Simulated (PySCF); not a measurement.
**C₄H₈SSi₂: electronic excitations**

Wanted: the electronic excitations of C₄H₈SSi₂ (`[SiH3]SC1=CC=C[SiH2]1`), by calculation.

Computed with PySCF 2.14.0, with density-fitted response routines of our own, on a single molecule in the gas phase. Atoms count from 0, in the outputs and in this text.

## 1. The molecule as given

15 atoms, charge 0, multiplicity 1; geometry from: GFN2-xTB.

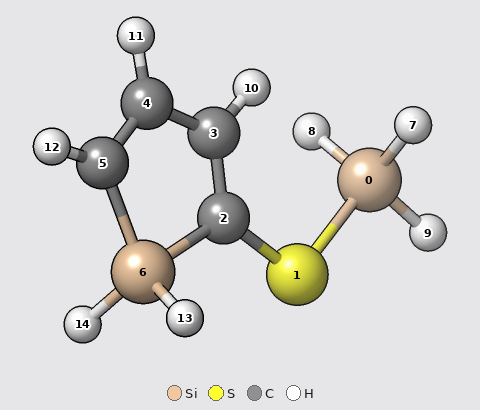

The starting geometry (silicon light orange, sulfur yellow, carbon grey, hydrogen white), atoms numbered; sticks join atoms by distance.

## 2. Ultraviolet spectrum: CAM-B3LYP/def2-SVPD

Job settings and geometry (Å):

```
{"job": {"kind": "uv", "xc": "CAM-B3LYP", "basis": "def2-SVPD", "nstates": 8, "ntriplets": 3}, "charge": 0, "multiplicity": 1}
Si    -2.973164     0.325625     0.472723
S     -1.620386     0.613851    -1.176419
C     -0.039788     0.169483    -0.581134
C      0.267980    -0.263192     0.652719
C      1.668679    -0.563555     0.871930
C      2.503148    -0.379193    -0.162957
Si     1.534338     0.241478    -1.650659
H     -2.576609     1.199527     1.569945
H     -2.942683    -1.078185     0.865756
H     -4.241623     0.714617    -0.116867
H     -0.444685    -0.392527     1.456101
H      1.982766    -0.917870     1.844444
H      3.558916    -0.576352    -0.088376
H      1.847090     1.607785    -2.063842
H      1.471606    -0.693503    -2.771696
```

Method: TDDFT CAM-B3LYP/def2-SVPD, vertical, gas phase, core orbitals frozen in the response.

Launch:

```bash
$ OMP_NUM_THREADS=1 python probes_run.py task.json out
```

The driver reads the jobs from task.json and runs them one after another.

Log:

```text
coarse grid: 14176 points
cycle   1  E = -1133.7164363834  dE =  9.190e-01  |g| = 3.459e-01  |ddm| = 6.976e+00
cycle   2  E = -1133.7356945261  dE = -1.926e-02  |g| = 2.742e-01  |ddm| = 1.382e+00
cycle   3  E = -1133.7562294728  dE = -2.053e-02  |g| = 5.408e-02  |ddm| = 6.313e-01
cycle   4  E = -1133.7569553684  dE = -7.259e-04  |g| = 2.890e-02  |ddm| = 1.704e-01
cycle   5  E = -1133.7571929515  dE = -2.376e-04  |g| = 5.503e-03  |ddm| = 7.411e-02
cycle   6  E = -1133.7572029734  dE = -1.002e-05  |g| = 2.318e-03  |ddm| = 1.925e-02
cycle   7  E = -1133.7572048917  dE = -1.918e-06  |g| = 6.941e-04  |ddm| = 6.928e-03
final grid: 123408 points
cycle   8  E = -1133.8999035687  dE = -2.002e-05  |g| = 2.003e-03  |ddm| = 8.407e-02
cycle   9  E = -1133.8999037724  dE = -2.036e-07  |g| = 1.929e-03  |ddm| = 1.079e-02
cycle  10  E = -1133.8999047843  dE = -1.012e-06  |g| = 2.788e-04  |ddm| = 4.370e-03
cycle  11  E = -1133.8999048040  dE = -1.970e-08  |g| = 1.521e-04  |ddm| = 1.226e-03
cycle  12  E = -1133.8999048108  dE = -6.800e-09  |g| = 3.837e-05  |ddm| = 3.987e-04
cycle  13  E = -1133.8999048114  dE = -5.316e-10  |g| = 1.199e-05  |ddm| = 1.110e-04
converged SCF energy = -1133.8999048114

Static polarisability (au): isotropic 120.653, principal 83.545 120.282 158.132

Singlet excitations
state   eV       nm        f      main configurations
  1   3.7970    326.5   0.15576   H->L 0.97
  2   5.1400    241.2   0.00286   H->L+1 0.79, H->L+3 0.08
  3   5.5689    222.6   0.00053   H-2->L 0.79, H-3->L 0.10
  4   5.6191    220.6   0.00526   H->L+2 0.70
  5   5.6832    218.2   0.00021   H->L+4 0.45, H->L+3 0.23, H->L+2 0.14
  6   5.8771    211.0   0.00154   H->L+3 0.52, H->L+4 0.21, H->L+6 0.10
  7   6.0714    204.2   0.03493   H-1->L 0.94
  8   6.3764    194.4   0.00350   H->L+6 0.58, H->L+5 0.20, H->L+4 0.09

Triplet excitations (Tamm-Dancoff, eV): 2.3131 4.5060 4.9528
```

Run time: 2.1 min. Hardware: 1 thread of Intel Xeon at 2.50GHz, shared host; peak memory 1 GiB.

The orbitals next to the gap, with their largest atomic shares:

```csv
orbital,eV,atoms
HOMO−3,-10.61,"C5 26 %, S1 19 %, Si6 17 %"
HOMO−2,-9.60,"S1 36 %, C2 16 %, Si0 13 %"
HOMO−1,-9.50,"S1 33 %, C4 17 %, C5 16 %"
HOMO,-7.19,"S1 31 %, C5 17 %, C3 17 %"
LUMO,-0.49,"C2 19 %, C4 18 %, C5 16 %"
LUMO+1,0.76,"Si0 32 %, S1 26 %, H7 10 %"
LUMO+2,1.09,"Si0 28 %, S1 19 %, Si6 11 %"
```

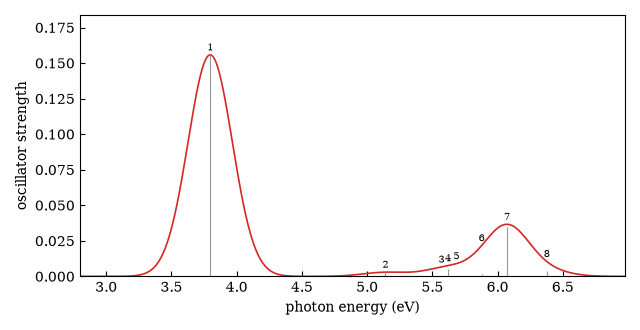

Absorption spectrum from the 8 singlet states computed; above the last one it falls off for lack of states. Lines are broadened to a width of 0.40 eV (Gaussian).

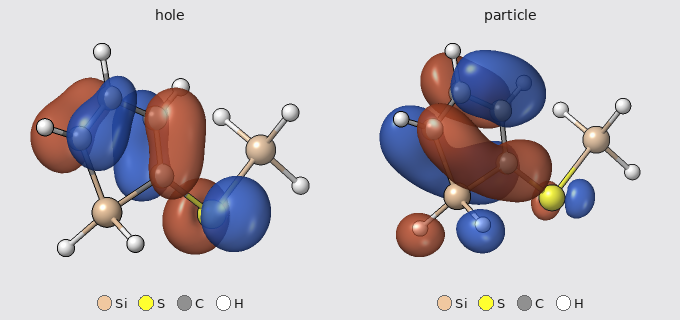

Leading natural transition orbitals of singlet state 1: the electron leaves the hole (left) for the particle orbital (right).

Ground-state properties from the same run:

```csv
property,computed
dipole moment (D),1.28
polarisability (Å³),17.88
HOMO–LUMO gap (eV),6.70
−ε(HOMO) (eV),7.19
```

Orbitals, density, ELF and potential are computed afterwards from the orbital file.

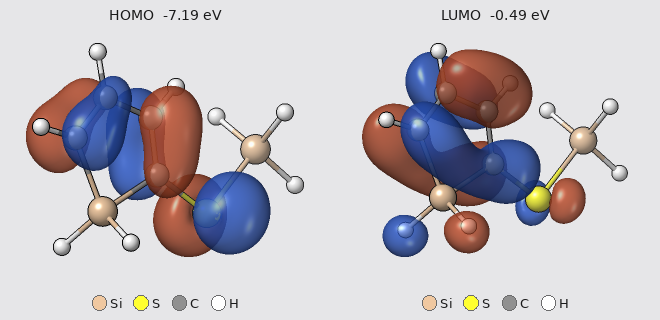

Frontier orbitals at CAM-B3LYP/def2-SVPD; each surface holds 70 % of the orbital's density, blue and red mark the sign.

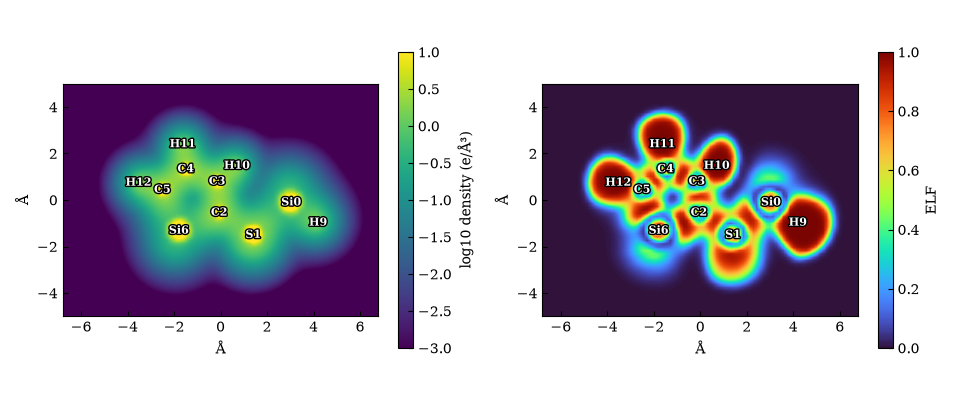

Density (left) and ELF (right) in a plane through or near 11 of the atoms.

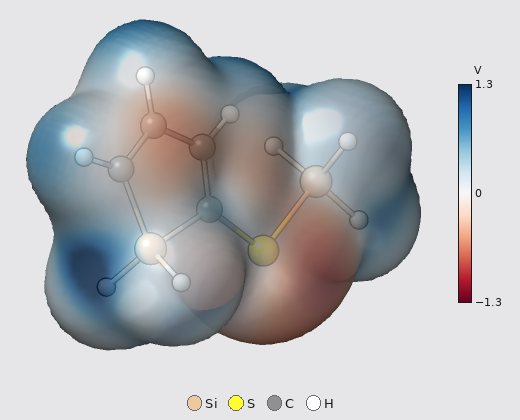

Electrostatic potential on the surface of density 0.002 e/bohr³; red is low, blue high. It runs from -0.81 V near S1 to 1.30 V near Si6.

## 3. What came out

```
                             quantity                        value
 lowest singlet (CAM-B3LYP/def2-SVPD)  3.80 eV (327 nm), f = 0.156
                       lowest triplet                      2.31 eV
surface potential, least and greatest           -0.81 V and 1.30 V
```

The lowest singlet, at 3.80 eV, is HOMO→LUMO 0.97 and is bright. The lowest triplet lies 1.48 eV below the lowest singlet (triplets in Tamm-Dancoff, singlets in full TDDFT). At CAM-B3LYP/def2-SVPD, counted by nearest atom on the grid, the HOMO lies on S1 34 %; C3, C5 about 18 % each, the LUMO on C2 22 %; C5 17 %.
